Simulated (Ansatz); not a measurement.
# SnHCl₂ radical (SMILES [Cl][SnH][Cl]): the energy over two coordinates, part 2 of 2

Ansatz 0.2.0, Gaussian basis.

### Step 11. Sn2–H4 = 1.619 Å, Cl1–Sn2–H4 = 91.6°

ccsdt-tzvpp/in.yaml

```yaml
crystal:
  periodic: [false, false, false]
  atoms:
    - {symbol: Cl, position_ang: [-1.925031, 0.682756, 0.098405]}
    - {symbol: Sn, position_ang: [0.142024, -0.144338, -0.606471]}
    - {symbol: Cl, position_ang: [1.140764, -1.447865, 1.053948]}
    - {symbol: H, position_ang: [0.814758, 1.324945, -0.507480]}
basis:
  gaussian: {orbitals: def2-TZVPP}
magnetization: {spin_polarized: true, initial_magnetization: 1}
correlation: {method: ccsd_t}
scf: {omitted_lower_state_checks: [cluster_reference]}
```

The log of the run (excerpt; [...] marks lines left out):

```text
Functional definition: HF
  name "HF"
  cite "Fock, Z. Phys. 61, 126 (1930) doi:10.1007/BF01340294"
  parent pbe
[...]
1048 factors; integrals over basis functions are off by at most 7.1e-4 eV
[...]
mean field -30831.19523477 eV, -1133.0255267431 hartree, gradient 8.6e-6 eV, S^2 0.758979; 0 other end points of the search recorded, 0 dependent functions left out
14 core orbitals not correlated: weight in the atoms' cores, before any rotation towards them, 1.000 or more for the frozen orbitals, at most 0.000 for the correlated occupied ones
reference -30831.19523477 eV, -1133.0255267431 hartree; 15, 14 occupied and 119, 120 virtual orbitals, 1048 factors
second order -18.39927348 eV of doubles, -0.00000000 eV of singles
cycle   1  -18.71488120 eV  change   -3.2e-1 eV  update   9.5e-2
[...]
cycle  12  -19.21157720 eV  change   -1.1e-5 eV  update   1.5e-5
perturbative correction -0.71800602 eV, -0.0263862347 hartree
Total energy: -30851.12481800 eV, -1133.7579254179 hartree
Checks for a lower state left out: cluster_reference
```

It took 30 s on 4 threads, shared host; peak memory 2.4 GiB.

### Step 12. Sn2–H4 = 1.619 Å, Cl1–Sn2–H4 = 106.6°

Changes to ccsdt-tzvpp/in.yaml since step 11:

```diff
@@ -3,3 +3,3 @@
   atoms:
-    - {symbol: Cl, position_ang: [-1.925031, 0.682756, 0.098405]}
+    - {symbol: Cl, position_ang: [-2.090904, 0.099852, 0.032320]}
     - {symbol: Sn, position_ang: [0.142024, -0.144338, -0.606471]}
```

The log of the run (excerpt; [...] marks lines left out):

```text
[... 4 set-up lines as earlier in the session ...]
[...]
1048 factors; integrals over basis functions are off by at most 8.8e-4 eV
[...]
mean field -30831.34434588 eV, -1133.0310064752 hartree, gradient 8.2e-6 eV, S^2 0.758094; 0 other end points of the search recorded, 0 dependent functions left out
14 core orbitals not correlated: weight in the atoms' cores, before any rotation towards them, 1.000 or more for the frozen orbitals, at most 0.000 for the correlated occupied ones
reference -30831.34434588 eV, -1133.0310064752 hartree; 15, 14 occupied and 119, 120 virtual orbitals, 1048 factors
second order -18.37356175 eV of doubles, -0.00000000 eV of singles
cycle   1  -18.69428501 eV  change   -3.2e-1 eV  update   9.4e-2
[...]
cycle  11  -19.18633750 eV  change   -2.5e-5 eV  update   1.9e-5
perturbative correction -0.71331133 eV, -0.0262137080 hartree
Total energy: -30851.24399471 eV, -1133.7623050812 hartree
Checks for a lower state left out: cluster_reference
```

Run time: 30 s. Hardware: 4 threads, shared host; peak memory 2.4 GiB.

### Step 13. Sn2–H4 = 1.619 Å, Cl1–Sn2–H4 = 121.6°

Changes to ccsdt-tzvpp/in.yaml since step 12:

```diff
@@ -3,3 +3,3 @@
   atoms:
-    - {symbol: Cl, position_ang: [-2.090904, 0.099852, 0.032320]}
+    - {symbol: Cl, position_ang: [-2.104607, -0.499692, -0.077297]}
     - {symbol: Sn, position_ang: [0.142024, -0.144338, -0.606471]}
```

The log of the run (excerpt; [...] marks lines left out):

```text
[... 4 set-up lines as earlier in the session ...]
[...]
1048 factors; integrals over basis functions are off by at most 8.4e-4 eV
[...]
mean field -30831.24124046 eV, -1133.0272174209 hartree, gradient 1.4e-6 eV, S^2 0.758059; 0 other end points of the search recorded, 0 dependent functions left out
14 core orbitals not correlated: weight in the atoms' cores, before any rotation towards them, 1.000 or more for the frozen orbitals, at most 0.000 for the correlated occupied ones
reference -30831.24124046 eV, -1133.0272174209 hartree; 15, 14 occupied and 119, 120 virtual orbitals, 1048 factors
second order -18.38197345 eV of doubles, -0.00000000 eV of singles
cycle   1  -18.69986038 eV  change   -3.2e-1 eV  update   9.4e-2
[...]
cycle  11  -19.19220942 eV  change   -2.0e-5 eV  update   1.4e-5
perturbative correction -0.71411663 eV, -0.0262433023 hartree
Total energy: -30851.14756651 eV, -1133.7587614104 hartree
Checks for a lower state left out: cluster_reference
```

It took 29 s on 4 threads, shared host; peak memory 2.4 GiB.

### Step 14. Sn2–H4 = 1.619 Å, Cl1–Sn2–H4 = 136.6°

Changes to ccsdt-tzvpp/in.yaml since step 13:

```diff
@@ -3,3 +3,3 @@
   atoms:
-    - {symbol: Cl, position_ang: [-2.104607, -0.499692, -0.077297]}
+    - {symbol: Cl, position_ang: [-1.965205, -1.075020, -0.222976]}
     - {symbol: Sn, position_ang: [0.142024, -0.144338, -0.606471]}
```

The log of the run (excerpt; [...] marks lines left out):

```text
[... 4 set-up lines as earlier in the session ...]
[...]
1048 factors; integrals over basis functions are off by at most 9.5e-4 eV
[...]
mean field -30830.91808158 eV, -1133.0153415511 hartree, gradient 2.4e-6 eV, S^2 0.758908; 0 other end points of the search recorded, 0 dependent functions left out
14 core orbitals not correlated: weight in the atoms' cores, before any rotation towards them, 1.000 or more for the frozen orbitals, at most 0.000 for the correlated occupied ones
reference -30830.91808158 eV, -1133.0153415511 hartree; 15, 14 occupied and 119, 120 virtual orbitals, 1048 factors
second order -18.41994997 eV of doubles, -0.00000000 eV of singles
cycle   1  -18.72767042 eV  change   -3.1e-1 eV  update   9.5e-2
[...]
cycle  12  -19.22434918 eV  change   -6.2e-6 eV  update   1.2e-5
perturbative correction -0.71969540 eV, -0.0264483180 hartree
Total energy: -30850.86212615 eV, -1133.7482716707 hartree
Checks for a lower state left out: cluster_reference
```

Run time: 31 s. Hardware: 4 threads, shared host; peak memory 2.4 GiB.

### Step 15. Sn2–H4 = 1.803 Å, Cl1–Sn2–H4 = 76.6°

ccsdt-tzvpp/in.yaml

```yaml
crystal:
  periodic: [false, false, false]
  atoms:
    - {symbol: Cl, position_ang: [-1.618292, 1.209294, 0.116453]}
    - {symbol: Sn, position_ang: [0.142024, -0.144338, -0.606471]}
    - {symbol: Cl, position_ang: [1.140764, -1.447865, 1.053948]}
    - {symbol: H, position_ang: [0.891215, 1.491929, -0.496230]}
basis:
  gaussian: {orbitals: def2-TZVPP}
magnetization: {spin_polarized: true, initial_magnetization: 1}
correlation: {method: ccsd_t}
scf: {omitted_lower_state_checks: [cluster_reference]}
```

The log of the run (excerpt; [...] marks lines left out):

```text
[... 4 set-up lines as earlier in the session ...]
[...]
1045 factors; integrals over basis functions are off by at most 6.6e-4 eV
[...]
mean field -30830.76479868 eV, -1133.0097085087 hartree, gradient 2.0e-6 eV, S^2 0.775411; 0 other end points of the search recorded, 0 dependent functions left out
14 core orbitals not correlated: weight in the atoms' cores, before any rotation towards them, 1.000 or more for the frozen orbitals, at most 0.000 for the correlated occupied ones
reference -30830.76479868 eV, -1133.0097085087 hartree; 15, 14 occupied and 119, 120 virtual orbitals, 1045 factors
second order -18.45542875 eV of doubles, -0.00000000 eV of singles
cycle   1  -18.75534993 eV  change   -3.0e-1 eV  update   1.0e-1
[...]
cycle  13  -19.29064158 eV  change   -1.7e-6 eV  update   2.2e-5
perturbative correction -0.74432226 eV, -0.0273533384 hartree
Total energy: -30850.79976252 eV, -1133.7459798494 hartree
Checks for a lower state left out: cluster_reference
```

Run time: 33 s. Hardware: 4 threads, shared host; peak memory 2.4 GiB.

### Step 16. Sn2–H4 = 1.803 Å, Cl1–Sn2–H4 = 91.6°

Changes to ccsdt-tzvpp/in.yaml since step 15:

```diff
@@ -3,3 +3,3 @@
   atoms:
-    - {symbol: Cl, position_ang: [-1.618292, 1.209294, 0.116453]}
+    - {symbol: Cl, position_ang: [-1.925031, 0.682756, 0.098405]}
     - {symbol: Sn, position_ang: [0.142024, -0.144338, -0.606471]}
```

The log of the run (excerpt; [...] marks lines left out):

```text
[... 4 set-up lines as earlier in the session ...]
[...]
1045 factors; integrals over basis functions are off by at most 7.2e-4 eV
[...]
mean field -30831.22635157 eV, -1133.0266702646 hartree, gradient 1.8e-6 eV, S^2 0.767140; 0 other end points of the search recorded, 0 dependent functions left out
14 core orbitals not correlated: weight in the atoms' cores, before any rotation towards them, 1.000 or more for the frozen orbitals, at most 0.000 for the correlated occupied ones
reference -30831.22635157 eV, -1133.0266702646 hartree; 15, 14 occupied and 119, 120 virtual orbitals, 1045 factors
second order -18.37200573 eV of doubles, -0.00000000 eV of singles
cycle   1  -18.69359728 eV  change   -3.2e-1 eV  update   9.8e-2
[...]
cycle  12  -19.21111499 eV  change   -1.3e-5 eV  update   2.1e-5
perturbative correction -0.72870043 eV, -0.0267792468 hartree
Total energy: -30851.16616699 eV, -1133.7594449653 hartree
Checks for a lower state left out: cluster_reference
```

Wall time 31 s (4 threads, shared host); peak memory 2.4 GiB.

### Step 17. Sn2–H4 = 1.803 Å, Cl1–Sn2–H4 = 106.6°

Changes to ccsdt-tzvpp/in.yaml since step 16:

```diff
@@ -3,3 +3,3 @@
   atoms:
-    - {symbol: Cl, position_ang: [-1.925031, 0.682756, 0.098405]}
+    - {symbol: Cl, position_ang: [-2.090904, 0.099852, 0.032320]}
     - {symbol: Sn, position_ang: [0.142024, -0.144338, -0.606471]}
```

The log of the run (excerpt; [...] marks lines left out):

```text
[... 4 set-up lines as earlier in the session ...]
[...]
1045 factors; integrals over basis functions are off by at most 8.9e-4 eV
[...]
mean field -30831.37116100 eV, -1133.0319919126 hartree, gradient 1.5e-6 eV, S^2 0.765514; 0 other end points of the search recorded, 0 dependent functions left out
14 core orbitals not correlated: weight in the atoms' cores, before any rotation towards them, 1.000 or more for the frozen orbitals, at most 0.000 for the correlated occupied ones
reference -30831.37116100 eV, -1133.0319919126 hartree; 15, 14 occupied and 119, 120 virtual orbitals, 1045 factors
second order -18.34504117 eV of doubles, -0.00000000 eV of singles
cycle   1  -18.67174955 eV  change   -3.3e-1 eV  update   9.7e-2
[...]
cycle  12  -19.18398340 eV  change   -5.9e-6 eV  update   1.2e-5
perturbative correction -0.72366672 eV, -0.0265942614 hartree
Total energy: -30851.27881112 eV, -1133.7635845608 hartree
Checks for a lower state left out: cluster_reference
```

Wall time 31 s (4 threads, shared host); peak memory 2.4 GiB.

### Step 18. Sn2–H4 = 1.803 Å, Cl1–Sn2–H4 = 121.6°

Changes to ccsdt-tzvpp/in.yaml since step 17:

```diff
@@ -3,3 +3,3 @@
   atoms:
-    - {symbol: Cl, position_ang: [-2.090904, 0.099852, 0.032320]}
+    - {symbol: Cl, position_ang: [-2.104607, -0.499692, -0.077297]}
     - {symbol: Sn, position_ang: [0.142024, -0.144338, -0.606471]}
```

The log of the run (excerpt; [...] marks lines left out):

```text
[... 4 set-up lines as earlier in the session ...]
[...]
1045 factors; integrals over basis functions are off by at most 8.7e-4 eV
[...]
mean field -30831.27348990 eV, -1133.0284025662 hartree, gradient 2.9e-6 eV, S^2 0.766621; 0 other end points of the search recorded, 0 dependent functions left out
14 core orbitals not correlated: weight in the atoms' cores, before any rotation towards them, 1.000 or more for the frozen orbitals, at most 0.000 for the correlated occupied ones
reference -30831.27348990 eV, -1133.0284025662 hartree; 15, 14 occupied and 119, 120 virtual orbitals, 1045 factors
second order -18.35311858 eV of doubles, -0.00000000 eV of singles
cycle   1  -18.67636954 eV  change   -3.2e-1 eV  update   9.7e-2
[...]
cycle  11  -19.18959587 eV  change   -3.0e-5 eV  update   2.2e-5
perturbative correction -0.72449804 eV, -0.0266248120 hartree
Total energy: -30851.18758381 eV, -1133.7602320192 hartree
Checks for a lower state left out: cluster_reference
```

It took 29 s on 4 threads, shared host; peak memory 2.4 GiB.

### Step 19. Sn2–H4 = 1.803 Å, Cl1–Sn2–H4 = 136.6°

Changes to ccsdt-tzvpp/in.yaml since step 18:

```diff
@@ -3,3 +3,3 @@
   atoms:
-    - {symbol: Cl, position_ang: [-2.104607, -0.499692, -0.077297]}
+    - {symbol: Cl, position_ang: [-1.965205, -1.075020, -0.222976]}
     - {symbol: Sn, position_ang: [0.142024, -0.144338, -0.606471]}
```

The log of the run (excerpt; [...] marks lines left out):

```text
[... 4 set-up lines as earlier in the session ...]
[...]
1045 factors; integrals over basis functions are off by at most 9.7e-4 eV
[...]
mean field -30830.96769253 eV, -1133.0171647201 hartree, gradient 1.5e-6 eV, S^2 0.770536; 0 other end points of the search recorded, 0 dependent functions left out
14 core orbitals not correlated: weight in the atoms' cores, before any rotation towards them, 1.000 or more for the frozen orbitals, at most 0.000 for the correlated occupied ones
reference -30830.96769253 eV, -1133.0171647201 hartree; 15, 14 occupied and 119, 120 virtual orbitals, 1045 factors
second order -18.39111643 eV of doubles, -0.00000000 eV of singles
cycle   1  -18.70275182 eV  change   -3.1e-1 eV  update   9.8e-2
[...]
cycle  12  -19.22209217 eV  change   -5.7e-6 eV  update   1.4e-5
perturbative correction -0.73024622 eV, -0.0268360535 hartree
Total energy: -30850.92003091 eV, -1133.7503996314 hartree
Checks for a lower state left out: cluster_reference
```

It took 30 s on 4 threads, shared host; peak memory 2.4 GiB.

### Step 20. Sn2–H4 = 2.019 Å, Cl1–Sn2–H4 = 91.6°

ccsdt-tzvpp/in.yaml

```yaml
crystal:
  periodic: [false, false, false]
  atoms:
    - {symbol: Cl, position_ang: [-1.925031, 0.682756, 0.098405]}
    - {symbol: Sn, position_ang: [0.142024, -0.144338, -0.606471]}
    - {symbol: Cl, position_ang: [1.140764, -1.447865, 1.053948]}
    - {symbol: H, position_ang: [0.980968, 1.687954, -0.483023]}
basis:
  gaussian: {orbitals: def2-TZVPP}
magnetization: {spin_polarized: true, initial_magnetization: 1}
correlation: {method: ccsd_t}
scf: {omitted_lower_state_checks: [cluster_reference]}
```

The log of the run (excerpt; [...] marks lines left out):

```text
[... 4 set-up lines as earlier in the session ...]
[...]
1043 factors; integrals over basis functions are off by at most 1.2e-3 eV
[...]
mean field -30830.88645225 eV, -1133.0141791949 hartree, gradient 1.6e-6 eV, S^2 0.811050; 0 other end points of the search recorded, 0 dependent functions left out
14 core orbitals not correlated: weight in the atoms' cores, before any rotation towards them, 1.000 or more for the frozen orbitals, at most 0.000 for the correlated occupied ones
reference -30830.88645225 eV, -1133.0141791949 hartree; 15, 14 occupied and 119, 120 virtual orbitals, 1043 factors
second order -18.35455052 eV of doubles, -0.00000000 eV of singles
cycle   1  -18.66340072 eV  change   -3.1e-1 eV  update   1.0e-1
[...]
cycle  12  -19.22882343 eV  change   -1.0e-5 eV  update   1.7e-5
perturbative correction -0.74558327 eV, -0.0273996800 hartree
Total energy: -30850.86085896 eV, -1133.7482251022 hartree
Checks for a lower state left out: cluster_reference
```

Run time: 31 s. Hardware: 4 threads, shared host; peak memory 2.4 GiB.

### Step 21. Sn2–H4 = 2.019 Å, Cl1–Sn2–H4 = 106.6°

Changes to ccsdt-tzvpp/in.yaml since step 20:

```diff
@@ -3,3 +3,3 @@
   atoms:
-    - {symbol: Cl, position_ang: [-1.925031, 0.682756, 0.098405]}
+    - {symbol: Cl, position_ang: [-2.090904, 0.099852, 0.032320]}
     - {symbol: Sn, position_ang: [0.142024, -0.144338, -0.606471]}
```

The log of the run (excerpt; [...] marks lines left out):

```text
[... 4 set-up lines as earlier in the session ...]
[...]
1043 factors; integrals over basis functions are off by at most 1.1e-3 eV
[...]
mean field -30831.02310125 eV, -1133.0192009530 hartree, gradient 1.7e-6 eV, S^2 0.803422; 0 other end points of the search recorded, 0 dependent functions left out
14 core orbitals not correlated: weight in the atoms' cores, before any rotation towards them, 1.000 or more for the frozen orbitals, at most 0.000 for the correlated occupied ones
reference -30831.02310125 eV, -1133.0192009530 hartree; 15, 14 occupied and 119, 120 virtual orbitals, 1043 factors
second order -18.33056178 eV of doubles, -0.00000000 eV of singles
cycle   1  -18.64662422 eV  change   -3.2e-1 eV  update   1.0e-1
[...]
cycle  12  -19.20294442 eV  change   -4.9e-6 eV  update   1.1e-5
perturbative correction -0.74025145 eV, -0.0272037390 hartree
Total energy: -30850.96629712 eV, -1133.7520998831 hartree
Checks for a lower state left out: cluster_reference
```

It took 31 s on 4 threads, shared host; peak memory 2.4 GiB.

### Step 22. Sn2–H4 = 2.019 Å, Cl1–Sn2–H4 = 121.6°

Changes to ccsdt-tzvpp/in.yaml since step 21:

```diff
@@ -3,3 +3,3 @@
   atoms:
-    - {symbol: Cl, position_ang: [-2.090904, 0.099852, 0.032320]}
+    - {symbol: Cl, position_ang: [-2.104607, -0.499692, -0.077297]}
     - {symbol: Sn, position_ang: [0.142024, -0.144338, -0.606471]}
```

The log of the run (excerpt; [...] marks lines left out):

```text
[... 4 set-up lines as earlier in the session ...]
[...]
1043 factors; integrals over basis functions are off by at most 1.1e-3 eV
[...]
mean field -30830.94801530 eV, -1133.0164415951 hartree, gradient 1.6e-6 eV, S^2 0.808258; 0 other end points of the search recorded, 0 dependent functions left out
14 core orbitals not correlated: weight in the atoms' cores, before any rotation towards them, 1.000 or more for the frozen orbitals, at most 0.000 for the correlated occupied ones
reference -30830.94801530 eV, -1133.0164415951 hartree; 15, 14 occupied and 119, 120 virtual orbitals, 1043 factors
second order -18.33481549 eV of doubles, -0.00000000 eV of singles
cycle   1  -18.64508419 eV  change   -3.1e-1 eV  update   1.0e-1
[...]
cycle  12  -19.20393637 eV  change   -9.9e-6 eV  update   1.6e-5
perturbative correction -0.74062050 eV, -0.0272173015 hartree
Total energy: -30850.89257218 eV, -1133.7493905414 hartree
Checks for a lower state left out: cluster_reference
```

It took 30 s on 4 threads, shared host; peak memory 2.4 GiB.

### Step 23. Sn2–H4 = 2.019 Å, Cl1–Sn2–H4 = 136.6°

Changes to ccsdt-tzvpp/in.yaml since step 22:

```diff
@@ -3,3 +3,3 @@
   atoms:
-    - {symbol: Cl, position_ang: [-2.104607, -0.499692, -0.077297]}
+    - {symbol: Cl, position_ang: [-1.965205, -1.075020, -0.222976]}
     - {symbol: Sn, position_ang: [0.142024, -0.144338, -0.606471]}
```

The log of the run (excerpt; [...] marks lines left out):

```text
[... 4 set-up lines as earlier in the session ...]
[...]
1043 factors; integrals over basis functions are off by at most 1.2e-3 eV
[...]
mean field -30830.69468091 eV, -1133.0071317280 hartree, gradient 2.2e-6 eV, S^2 0.820661; 0 other end points of the search recorded, 0 dependent functions left out
14 core orbitals not correlated: weight in the atoms' cores, before any rotation towards them, 1.000 or more for the frozen orbitals, at most 0.000 for the correlated occupied ones
reference -30830.69468091 eV, -1133.0071317280 hartree; 15, 14 occupied and 119, 120 virtual orbitals, 1043 factors
second order -18.36538381 eV of doubles, -0.00000000 eV of singles
cycle   1  -18.65802218 eV  change   -2.9e-1 eV  update   1.0e-1
[...]
cycle  12  -19.22595659 eV  change   -1.3e-5 eV  update   2.4e-5
perturbative correction -0.74540063 eV, -0.0273929679 hartree
Total energy: -30850.66603813 eV, -1133.7410655689 hartree
Checks for a lower state left out: cluster_reference
```

Wall time 33 s (4 threads, shared host); peak memory 2.4 GiB.

### Step 24. The surface

CCSD(T) less its value at the minimum (eV); rows: bond length Sn2–H4, columns: angle Cl1–Sn2–H4.

```csv
Å / °,76.6,91.6,106.6,121.6,136.6
1.493,0.968,0.572,0.447,0.542,0.830
1.619,0.578,0.190,0.071,0.167,0.453
1.803,0.515,0.149,0.036,0.127,0.395
2.019,,0.454,0.348,0.422,0.649
```

PBE0-D4 less CCSD(T), both from the minimum (eV); rows: bond length Sn2–H4, columns: angle Cl1–Sn2–H4.

```csv
Å / °,76.6,91.6,106.6,121.6,136.6
1.493,0.005,0.036,0.049,0.048,0.037
1.619,-0.018,0.013,0.024,0.022,0.011
1.803,-0.050,-0.022,-0.013,-0.016,-0.027
2.019,,-0.062,-0.056,-0.059,-0.071
```

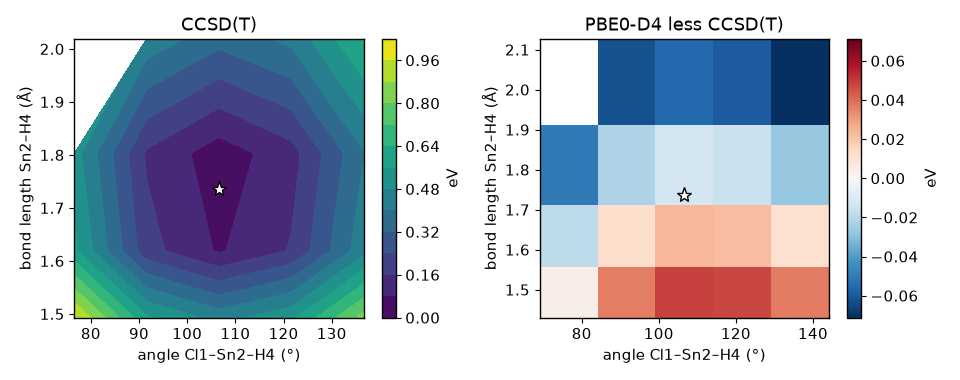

The CCSD(T) surface and one method's error on it; the star marks the minimum.

Miss and cost, level by level (times from a shared host):

| method | RMS deviation from CCSD(T) (eV) | mean time a point |
| --- | --- | --- |
| PBE-D4 | 0.091 | 0.98 s |
| r2SCAN-D4 | 0.049 | 2 s |
| PBE0-D4 | 0.039 | 1.5 s |
| Hartree-Fock | 0.065 | part of the CCSD(T) run |
| MP2 | 0.040 | part of the CCSD(T) run |
| CCSD | 0.014 | part of the CCSD(T) run |
| CCSD(T) | 0 | 30 s |

For cost: PBE0-D4 comes within 0.039 eV at 1.5 s a point, where CCSD(T) needs 30 s.

### Step 25. Results

The summary covers parts 1 to 2.

| quantity | value |
| --- | --- |
| points | 19 |
| lowest grid point, CCSD(T) | 0.036 eV at 1.803 Å, 106.6° |
| highest grid point | 0.968 eV |
| RMS deviation from CCSD(T) | PBE-D4 0.091, r2SCAN-D4 0.049, PBE0-D4 0.039, Hartree-Fock 0.065, MP2 0.040, CCSD 0.014 eV |
| largest T1 diagnostic | 0.018 |

What this shows: Over the grid CCSD stays nearest to CCSD(T) and PBE-D4 strays most.
